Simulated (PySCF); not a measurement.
Input file:

```
{"job": {"kind": "epr", "basis": "pcH-1"}, "charge": 0, "multiplicity": 2}
C     -1.396499    -0.597708     0.305952
C     -0.469983     0.434357    -0.255916
N     -0.646836     1.670640    -0.368153
C      0.894255    -0.094301    -0.713766
F      0.743301    -1.351910    -1.263351
C      1.789436    -0.156899     0.453023
F      2.512918     0.929401     0.741772
H     -1.661027    -1.305724    -0.478443
H     -0.904760    -1.156679     1.099249
H     -2.301271    -0.133985     0.693257
H     -1.531299     2.032914    -0.023306
H      1.301853     0.568966    -1.484513
H      1.665524    -0.838585     1.276466
```

Run with:

```sh
OMP_NUM_THREADS=1 python probes_run.py task.json out
```

Geometry: GFN2-xTB.

Theory: UKS B3LYP, pcH-1 on C F H N, non-relativistic, mean-field spin-orbit, GIAO (PySCF 2.14.0, density-fitted response routines).

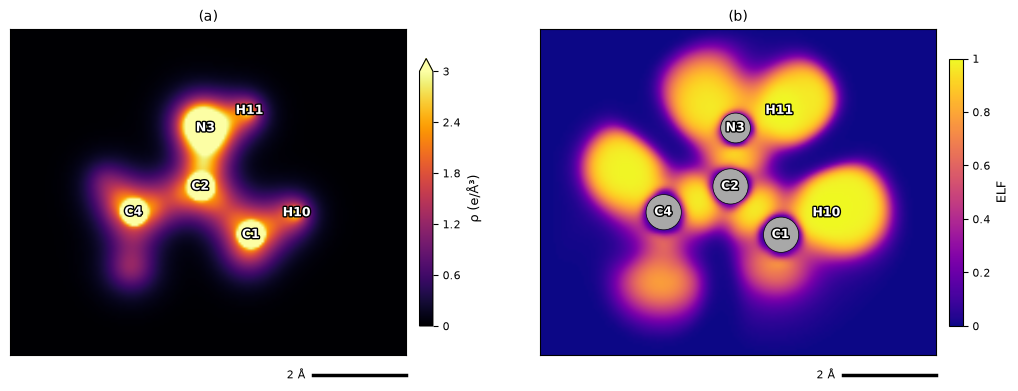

C4H6F2N (doublet). (a) electron density; (b) ELF on the plane of atoms C1, C2 and N3. Grey discs cover the atomic cores in the ELF map.

### Read the bonding off the picture.

The section cuts through C, N and H sites. C–N (1.25 Å): ρ is about 2.9 e/Å³ halfway; the ELF peaks at about 0.90 between the atoms (a multiple bond). C–C (1.50 Å): the density is about 1.7 e/Å³ at the midpoint; the ELF peaks at about 0.95 between the atoms, as expected for a shared electron pair. N–H (1.02 Å): the density is about 2.8 e/Å³ at the midpoint; the ELF climbs to about 1 towards the hydrogen, as it does in any bond to H (an ordinary covalent bond to hydrogen). C–C (1.53 Å): ρ is about 1.7 e/Å³ halfway; the ELF peaks at about 0.95 between the atoms: a shared electron pair. C–H (1.09 Å): the density is about 2 e/Å³ at the midpoint; the ELF climbs to about 1 towards the hydrogen; a covalent bond by its length. The ELF also peaks beside N3, away from the bonds: non-bonding electrons, paired or unpaired.
